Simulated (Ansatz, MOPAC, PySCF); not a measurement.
Bond stretch in SMILES [BeH2]. The Be1–H3 bond (Be1 also carries H; H3 carries nothing else) is stretched with both fragments frozen at the PBE0/def2-TZVP optimised geometry.

```
3

Be     0.0000     0.0000     0.0000
H      0.0000     0.0000    -1.3387
H      0.0000     0.0000     1.3387
```

Levels: AM1, restricted, heats of formation (MOPAC); RKS-B3LYP/LANL2DZ = restricted B3LYP/LANL2DZ in PySCF; RCCSDT(Q) = CCSDT(Q) on RHF/aug-cc-pVDZ, frozen core in Ansatz (a quantum-chemistry and plane-wave program); RMP2 = MP2 on RHF/aug-cc-pVDZ, frozen core (Ansatz); RKS-CAM-B3LYP = Ansatz with restricted CAM-B3LYP/aug-cc-pVDZ.

Energies are in kJ/mol, each relative to the lowest point of its own curve near equilibrium.

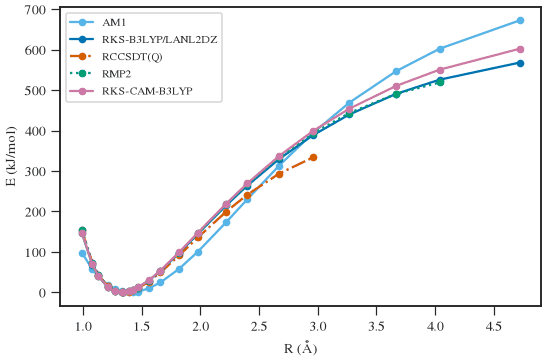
Fig. 1. Energy against bond length for each method.

```csv
R / Å,AM1,RKS-B3LYP/LANL2DZ,RCCSDT(Q),RMP2,RKS-CAM-B3LYP
0.99,97.8,146.5,154.0,153.8,147.8
1.08,56.7,68.2,72.7,72.3,68.8
1.13,39.3,40.4,43.7,43.2,40.7
1.21,18.7,12.9,14.8,14.3,13.0
1.27,8.6,3.0,3.9,3.6,3.0
1.33,2.5,0.0,0.1,0.0,0.0
1.34,1.8,0.1,0.0,0.0,0.1
1.39,0.0,2.4,1.7,2.0,2.4
1.43,0.2,6.4,5.2,5.8,6.5
1.47,1.7,11.9,10.3,11.2,12.2
1.56,9.6,28.8,26.2,28.1,29.4
1.66,24.4,52.8,49.0,52.3,53.9
1.82,58.2,97.4,91.4,97.5,99.3
1.98,100.8,144.9,135.8,145.8,147.7
2.22,173.2,215.0,199.3,217.1,219.1
2.40,229.9,263.9,241.4,266.9,269.2
2.67,312.7,329.3,293.3,333.3,336.8
2.96,394.0,388.4,333.4,392.9,398.9
3.27,469.0,439.8,—,443.5,454.1
3.67,547.0,490.8,—,490.8,510.5
4.04,602.4,525.8,—,518.9,550.6
4.72,672.1,567.9,—,—,602.0
```

At the longest distance, 4.72 Å, AM1 lies highest above its minimum (672.1 kJ/mol) and RKS-B3LYP/LANL2DZ lowest (567.9 kJ/mol).

Dashes: no converged value, or the column stops at the first point that the program doubted or that broke a chosen test of continuity, which isn't proof of a fault.

The restricted form behind AM1, RKS-B3LYP/LANL2DZ, RMP2, RKS-CAM-B3LYP keeps the bonding electrons paired and can't separate into open-shell fragments. The T1 diagnostic of CCSD on the restricted reference of RCCSDT(Q), RMP2 exceeds 0.045 at 2.96 to 4.72 Å.
